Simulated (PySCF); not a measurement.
# Excited-state calculation of C$_{2}$H$_{8}$O$_{2}$Si

The run: excited-state calculation of C$_{2}$H$_{8}$O$_{2}$Si. Method and program: TDDFT PBE/def2-SVPD, vertical, gas phase, core orbitals frozen in the response (PySCF 2.14.0).

The geometry comes from this level: PBE0-D3(BJ)/def2-SVP.

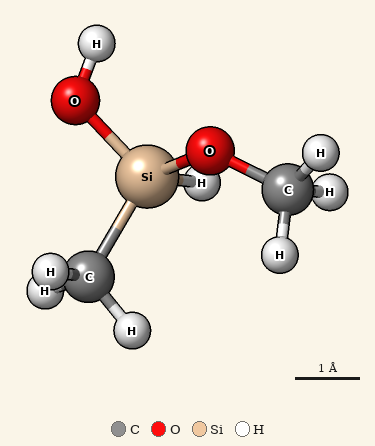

Fig. 1: The structure as given in the input (ball-and-stick view, seen at a tilt). Bond lengths as drawn: C–H 1.10 to 1.11 Å, C–O 1.40 Å, C–Si 1.86 Å, H–O 0.96 Å, H–Si 1.50 Å and O–Si 1.66 to 1.67 Å.

Key numbers:

- outcome: converged
- total energy: −520.379169 hartree
- HOMO: −6.46 eV
- LUMO: −0.32 eV
- dipole moment: 1.27 D
- mean polarisability: 62.23 a.u.
- vertical ionisation energy: 9.52 eV
- lowest singlet excitation: 6.17 eV
- hardware: 1 CPU thread, shared host
- wall time: 2.9 min
- peak memory: 0.66 GiB

Input file:
```
{"job": {"kind": "uv", "xc": "PBE", "basis": "def2-SVPD", "ip": true}, "charge": 0, "multiplicity": 1}
C      1.358900    -0.972383     0.336931
O      0.712264     0.174251     0.803150
Si    -0.357455     1.090164    -0.085947
C     -2.023592     0.286212    -0.237224
O     -0.582969     2.512433     0.730053
H      0.664429    -1.825857     0.222990
H      2.133651    -1.268934     1.061299
H      1.854424    -0.808597    -0.639155
H      0.268033     1.313598    -1.431008
H     -1.954289    -0.675221    -0.769846
H     -2.722622     0.931878    -0.790587
H     -2.445842     0.097918     0.761904
H      0.211588     2.993220     0.978645
```

The first line tells a small driver script what to run in PySCF; the rest is the geometry in Å.

Command:
```bash
OMP_NUM_THREADS=1 python <driver script> task.json out
```

Log:
```
coarse grid: 10928 points
cycle   1  E = -520.0472303449  dE =  3.939e-01  |g| = 1.059e+00  |ddm| = 4.589e+00
cycle   2  E = -519.1357241384  dE =  9.115e-01  |g| = 2.330e+00  |ddm| = 3.053e+00
cycle   3  E = -520.2621705120  dE = -1.126e+00  |g| = 2.293e-01  |ddm| = 2.370e+00
cycle   4  E = -520.2721755819  dE = -1.001e-02  |g| = 1.181e-01  |ddm| = 3.514e-01
cycle   5  E = -520.2754982899  dE = -3.323e-03  |g| = 2.493e-02  |ddm| = 1.403e-01
cycle   6  E = -520.2756203897  dE = -1.221e-04  |g| = 1.368e-02  |ddm| = 4.131e-02
cycle   7  E = -520.2756564475  dE = -3.606e-05  |g| = 2.217e-03  |ddm| = 1.342e-02
cycle   8  E = -520.2756575223  dE = -1.075e-06  |g| = 5.570e-04  |ddm| = 3.395e-03
final grid: 99736 points
cycle   9  E = -520.3791138617  dE = -6.277e-06  |g| = 1.617e-02  |ddm| = 8.776e-02
cycle  10  E = -520.3789656245  dE =  1.482e-04  |g| = 3.158e-02  |ddm| = 3.828e-02
cycle  11  E = -520.3791664170  dE = -2.008e-04  |g| = 3.016e-03  |ddm| = 2.621e-02
cycle  12  E = -520.3791685198  dE = -2.103e-06  |g| = 2.855e-04  |ddm| = 3.050e-03
cycle  13  E = -520.3791685336  dE = -1.385e-08  |g| = 1.825e-04  |ddm| = 4.544e-04
cycle  14  E = -520.3791685397  dE = -6.083e-09  |g| = 3.842e-05  |ddm| = 1.703e-04
cycle  15  E = -520.3791685400  dE = -2.963e-10  |g| = 8.893e-06  |ddm| = 5.992e-05
```

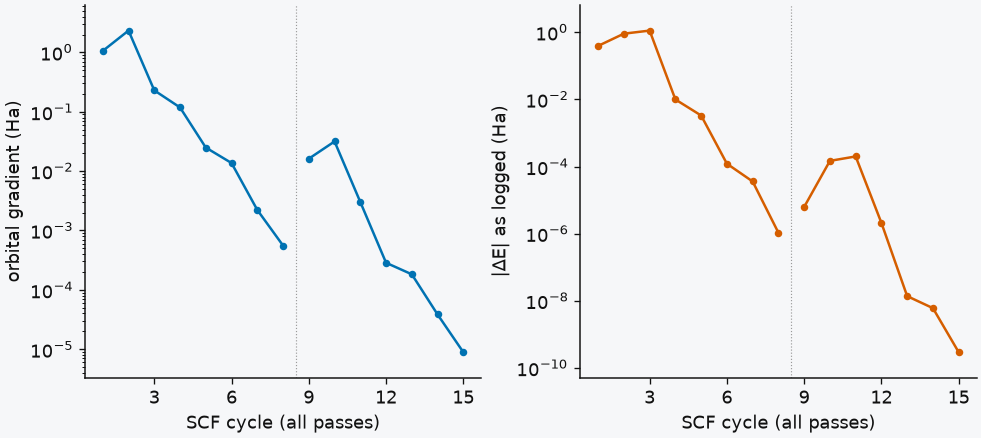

Fig. 2: Convergence of the self-consistent field: orbital gradient and size of the energy change against the SCF cycle. The dotted line marks the change from a coarse to the final integration grid. The first 8 cycles use a coarse grid, the final grid takes over at cycle 9, and the field converges after 15 cycles in all.

```
converged SCF energy = -520.3791685400

Static polarisability (au): isotropic 62.233, principal 56.193 62.381 68.126

Singlet excitations
state   eV       nm        f      main configurations
  1   6.1714    200.9   0.00232   H->L 1.00
  2   6.5210    190.1   0.00322   H->L+1 1.00
  3   6.9370    178.7   0.01982   H-1->L 0.65, H->L+2 0.34
  4   6.9838    177.5   0.02959   H->L+2 0.65, H-1->L 0.33
  5   7.2015    172.2   0.00637   H-2->L 0.98
  6   7.2682    170.6   0.01841   H-1->L+1 0.97
  7   7.4642    166.1   0.02799   H->L+3 0.87, H-2->L+1 0.12
  8   7.5281    164.7   0.02165   H-2->L+1 0.86, H->L+3 0.11
  9   7.6940    161.1   0.00578   H-1->L+2 0.89, H->L+4 0.09
 10   7.7263    160.5   0.03822   H->L+4 0.87, H-1->L+2 0.10

Triplet excitations (Tamm-Dancoff, eV): 6.0832 6.3860 6.7888 6.8082
Vertical ionisation energy (delta-SCF) = 9.5213 eV
```

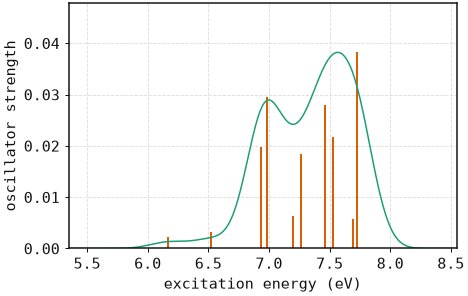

Fig. 3: Computed excitations as sticks (degenerate states added up, dark ones marked on the axis), with a Gaussian envelope of 0.35 eV full width at half maximum, scaled to the tallest. Of the 10 states the lowest lies at 6.17 eV (f = 0.002); the strongest line is at 7.73 eV, or 160 nm (f = 0.038).

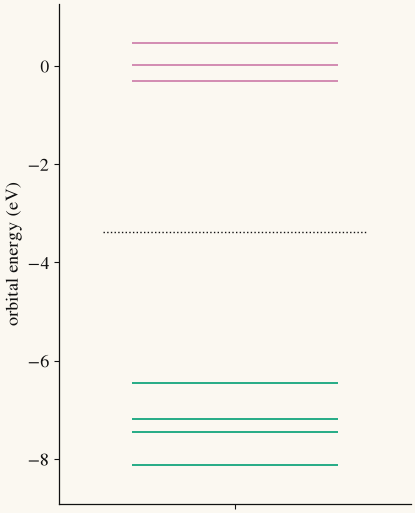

Fig. 4: Orbital energies near the frontier; the dotted line parts filled from empty levels, and levels within 0.02 eV of each other stand side by side. Highest filled −6.46 eV, lowest empty −0.32 eV, 6.14 eV apart.
